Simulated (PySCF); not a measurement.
# PtSe₂: quintet, from a end-on start

The task is one start of a wider search on PtSe₂: the quintet, from a end-on start. It is relaxed, tested by its Hessian and followed downhill if it is a saddle.

Method: B3LYP, basis Pt def2-SVP with ECP60, Se def2-SVP, scalar-relativistic core potentials, no spin–orbit coupling, density fitting; program: PySCF 2.14.0.

### Step 1. Where the work starts

3 atoms, charge 0, spin multiplicity 5.

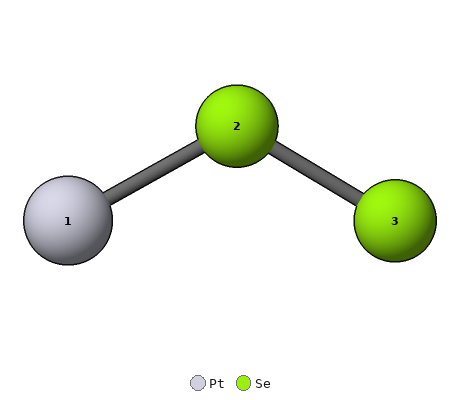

Start geometry, drawn with platinum light grey, selenium green; atoms are numbered from 1 in the order of the file.

Z-matrix (Å, degrees; charge 0 multiplicity 5):
```
Pt
Se 1 2.4617
Se 2 2.3481 1 119.89
```

### Step 2. The SCF at the typed geometry

The steps below are one call of a driver around PySCF. For each, scf.py gives the equivalent set-up of the SCF; relaxations use the driver's own optimiser. After this first run the driver tries any further starts and a stability analysis.

File scf.py:

```python
from pyscf import gto, scf, dft
mol = gto.M(atom='''
Pt     0.000000     0.000000     0.000000
Se     0.000000     0.000000     2.461700
Se     2.035800     0.000000     3.631700''',
    basis={'Pt': 'def2-SVP', 'Se': 'def2-SVP'},
    ecp={'Pt': 'def2-SVP'},
    charge=0, spin=4)
mf = dft.UKS(mol, xc='B3LYP')
mf.grids.atom_grid = (50, 194)
aux = {'Pt': 'def2-universal-JKFIT', 'Se': 'def2-universal-JKFIT'}
mf = mf.density_fit(auxbasis=aux)
mf.conv_tol = 1e-08
mf.diis_space = 10
mf.max_cycle = 60
mf.init_guess = 'minao'
mf.verbose = 4
mf.kernel()
```

The run is started by

```sh
> OMP_NUM_THREADS=2 python axn.py task.json out
```

What it wrote:

```text
init E= -4908.82427423948
[... the frontier-level lines of each cycle are left out ...]
cycle= 1 E= -4920.41226214676  delta_E= -11.6  |g|= 1.28  |ddm|= 5.81
cycle= 2 E= -4889.15023943815  delta_E= 31.3  |g|= 4.33  |ddm|= 11.9
cycle= 3 E= -4921.58089853178  delta_E= -32.4  |g|= 0.79  |ddm|= 11.5
cycle= 4 E= -4921.44463449369  delta_E= 0.136  |g|= 0.713  |ddm|= 1.63
cycle= 5 E= -4921.8466060433  delta_E= -0.402  |g|= 0.263  |ddm|= 0.945
cycle= 6 E= -4921.89258537991  delta_E= -0.046  |g|= 0.137  |ddm|= 0.645
cycle= 7 E= -4921.90013679726  delta_E= -0.00755  |g|= 0.0743  |ddm|= 0.222
cycle= 8 E= -4921.90412399607  delta_E= -0.00399  |g|= 0.021  |ddm|= 0.0962
cycle= 9 E= -4921.90442787088  delta_E= -0.000304  |g|= 0.0106  |ddm|= 0.0416
cycle= 10 E= -4921.90455212936  delta_E= -0.000124  |g|= 0.0045  |ddm|= 0.0296
cycle= 11 E= -4921.90459385345  delta_E= -4.17e-05  |g|= 0.00228  |ddm|= 0.0228
cycle= 12 E= -4921.90461146317  delta_E= -1.76e-05  |g|= 0.00114  |ddm|= 0.0117
cycle= 13 E= -4921.9046317349  delta_E= -2.03e-05  |g|= 0.000772  |ddm|= 0.0195
cycle= 14 E= -4921.90464817577  delta_E= -1.64e-05  |g|= 0.000529  |ddm|= 0.0237
cycle= 15 E= -4921.9046550638  delta_E= -6.89e-06  |g|= 0.00034  |ddm|= 0.0182
cycle= 16 E= -4921.9046566973  delta_E= -1.63e-06  |g|= 0.000217  |ddm|= 0.00846
cycle= 17 E= -4921.9046569794  delta_E= -2.82e-07  |g|= 9.16e-05  |ddm|= 0.00349
cycle= 18 E= -4921.90465705552  delta_E= -7.61e-08  |g|= 4.58e-05  |ddm|= 0.00221
cycle= 19 E= -4921.90465706411  delta_E= -8.6e-09  |g|= 1.46e-05  |ddm|= 0.0005
Extra cycle  E= -4921.90465706354  delta_E= 5.75e-10  |g|= 3.8e-05  |ddm|= 0.000109
converged SCF energy = -4921.90465706354  <S^2> = 6.0074276  2S+1 = 5.0029702
```

This step, with its further starts and checks, needed 48 s of wall time on 2 threads of Arm Neoverse V2, shared host.

Energies from each starting density:

```
                      start   energy (Eh)
    the minimal-basis guess  -4921.904657
a thermally smeared density  -4921.904695
```

The first run landed in a state that is too high. Following the other starts and the instabilities gains 0.1 kJ/mol (-4921.90469 Eh), and the work goes on from there.

### Step 3. End-on start, quintet: relaxation

The program finds Cs symmetry in the start, which this walk keeps. Threshold on the gradient: 0.0003 Eh/bohr, with a further test on the energy change.

scf.py: that of step 2 with these lines changed.

```diff
@@ -3,3 +3,3 @@
-Pt     0.000000     0.000000     0.000000
-Se     0.000000     0.000000     2.461700
-Se     2.035800     0.000000     3.631700''',
+Pt    -0.458554     0.000000    -1.372509
+Se    -0.458554     0.000000     1.089191
+Se     1.577246     0.000000     2.259191''',
@@ -16 +15,0 @@
-mf.init_guess = 'minao'
```

The optimiser's trace:

```csv
step,energy (Eh),change (kJ/mol),largest symmetric gradient (Eh/bohr)
0,-4921.904695,0.00,0.01606
1,-4921.906559,-4.89,0.01093
2,-4921.907446,-7.22,0.00875
3,-4921.907815,-8.19,0.00280
4,-4921.908096,-8.93,0.00239
5,-4921.908483,-9.94,0.00657
6,-4921.908772,-10.70,0.00731
7,-4921.909480,-12.56,0.00621
8,-4921.910630,-15.58,0.00637
9,-4921.911980,-19.13,0.01008
10,-4921.912822,-21.34,0.00962
11,-4921.913374,-22.79,0.00478
12,-4921.913435,-22.95,0.00051
13,-4921.913452,-22.99,0.00044
14,-4921.913457,-23.01,0.00034
15,-4921.913461,-23.02,0.00013
16,-4921.913465,-23.03,0.00002
```

The walk took 78 s.

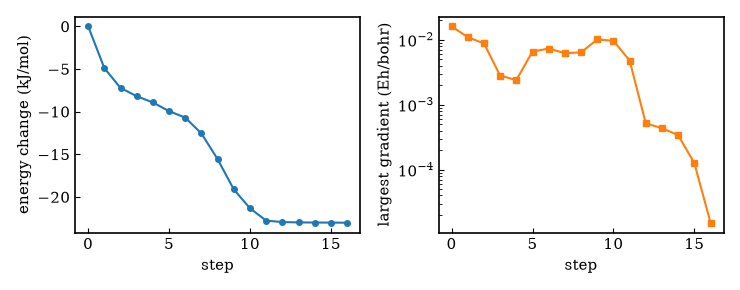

Energy and largest gradient along the walk.

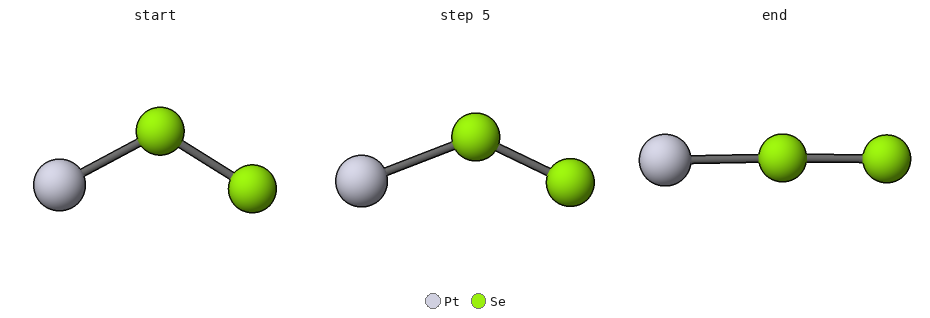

Start and end of the relaxation, with a step between.

End point (C∞v, 16 steps, 23.0 kJ/mol gained): Pt–Se 2.535 Å, Se–Se 2.247 Å; Pt–Se–Se 178.4°.

### Step 4. Is it a minimum? Harmonic modes

The point is checked on the finer grid, and tightened if its gradient asks for it. The Hessian and the dipole derivatives come from central differences of analytic gradients, with steps of 0.02 bohr.

scf.py: that of step 3 with these lines changed.

```diff
@@ -3,3 +3,3 @@
-Pt    -0.458554     0.000000    -1.372509
-Se    -0.458554     0.000000     1.089191
-Se     1.577246     0.000000     2.259191''',
+Pt    -0.767403     0.000000    -1.458835
+Se     0.412825     0.000000     0.784782
+Se     1.459179     0.000000     2.773903''',
@@ -10 +10 @@
-mf.grids.atom_grid = (50, 194)
+mf.grids.atom_grid = (75, 302)
@@ -13 +13 @@
-mf.conv_tol = 1e-08
+mf.conv_tol = 1e-10
```

This SCF starts from the last density.

SCF at the final geometry:

```text
init E= -4921.91346235924
[... the frontier-level lines of each cycle are left out ...]
cycle= 1 E= -4921.91346235924  delta_E= 3.64e-12  |g|= 3.92e-06  |ddm|= 6.89e-06
Extra cycle  E= -4921.91346235914  delta_E= 9.37e-11  |g|= 1.21e-05  |ddm|= 2.11e-05
converged SCF energy = -4921.91346235914  <S^2> = 6.0071914  2S+1 = 5.0028757
```

The whole step took 54 s.

Geometry: C∞v; Pt–Se 2.535 Å, Se–Se 2.248 Å; Pt–Se–Se 180.0°.

Harmonic modes (main isotopes):

| symmetry | ω (cm⁻¹) | IR (km/mol) | μ (u) |
| --- | --- | --- | --- |
| π | 46 | 0.8 | 83.16 |
| σ+ | 110 | 0.2 | 108.83 |
| σ+ | 313 | 19.5 | 79.93 |

Every mode is real; the point is a minimum.

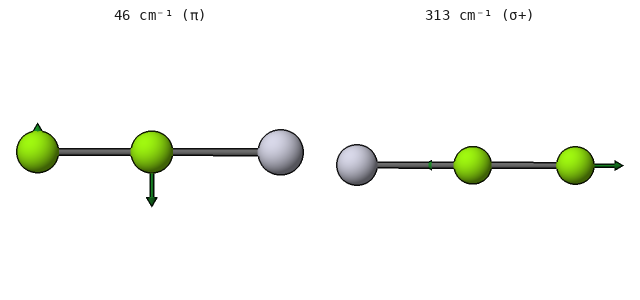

Displacements of 2 of the modes, as arrows (one member where a mode is degenerate).

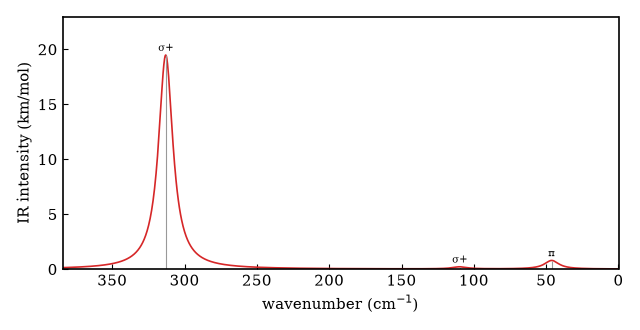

The harmonic infrared spectrum (widths in cm⁻¹). Lines are broadened to a width of 12 cm⁻¹ (Lorentzian).

Properties at this point:

* Dipole moment: 0.37 D
* Highest occupied level: -6.34 eV
* Lowest empty level: -4.80 eV
* Rotational constants: 0.01224 cm⁻¹
* Zero-point energy: 3.1 kJ/mol
* Principal polarisabilities: 53.6, 53.6, 200.1 bohr³
* Atomisation energy without zero-point energy: 386 kJ/mol
* Principal traceless quadrupole moments about the centre of mass: -1.81, -1.81, 3.62 D Å
* Entropy at 298.15 K and 1 bar (electronic part: spin only): 345.7 J/(mol K)
* Heat capacity Cp at 298.15 K: 60.7 J/(mol K)
* Enthalpy at 298.15 K above 0 K: 16.04 kJ/mol
* Rotational symmetry number: 1
* Spin squared ⟨S²⟩: 6.007

Populations by atom (charges in e):

| atom | Mulliken | Löwdin | polar tensor | spin (Mulliken) | Mayer order to Pt1 |
| --- | --- | --- | --- | --- | --- |
| Pt1 | 0.02 | -0.23 | 0.01 | 1.91 | – |
| Se2 | -0.01 | 0.25 | 0.22 | 0.91 | 0.62 |
| Se3 | -0.01 | -0.02 | -0.23 | 1.19 | 0.26 |

Outer orbital energies (eV). α occupied: -9.43, -8.66, -8.45, -8.45, -8.25, -6.43, -6.43, -6.34; empty: -1.60, -0.36, -0.36, 1.67. β occupied: -16.28, -10.40, -8.41, -8.41, -8.17, -7.31, -7.31, -7.28; empty: -4.80, -4.29, -3.98, -3.98.

Mulliken populations on Pt1 (outside its core potential): s 3.13, p 6.12, d 8.73, f 0.00.

### Step 5. What came out

```
                                          quantity                                          value
                                           minimum                                   quintet, C∞v
                                          geometry  Pt–Se 2.535 Å, Se–Se 2.248 Å; Pt–Se–Se 180.0°
                                wavenumbers (cm⁻¹)                     46 (π), 110 (σ+), 313 (σ+)
                                     dipole moment                                         0.37 D
highest occupied, lowest empty level (either spin)                                -6.34, -4.80 eV
                        polar-tensor charge of Pt1                                        +0.01 e
                                 zero-point energy                                     3.1 kJ/mol
                               entropy at 298.15 K                                345.7 J/(mol K)
         atomisation energy (no zero-point energy)                                     386 kJ/mol
                                              ⟨S²⟩                                          6.007
```

**Reading.** From Cs at the start the molecule goes to a C∞v minimum. In the infrared the band at 313 cm⁻¹ (σ+) leads. Only this shape and spin were tried, so other structures or states may lie lower. Open d and f shells are described by one determinant, and the ground state may have another occupation or spin. With an element this heavy the missing spin–orbit coupling can shift these numbers.

The search up to here took 3 min.
